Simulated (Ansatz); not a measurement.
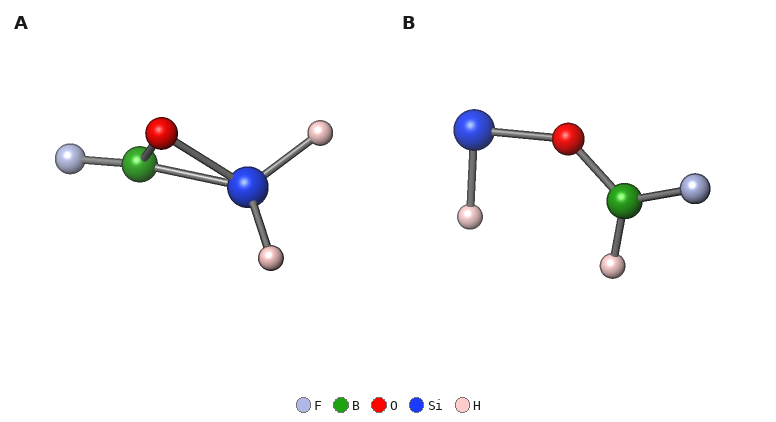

2 stationary structures of one formula. Geometries: PBE0-D4/def2-TZVP. Electronic energies: RHF-CCSD(T) (frozen core)/def2-TZVPP (Ansatz 0.2.0), without zero-point energy. No frequency run is at hand to confirm each as a minimum.

Which structure is the most stable?

B is lowest (Cs); A lies 32.4 kJ/mol above it (Cs).
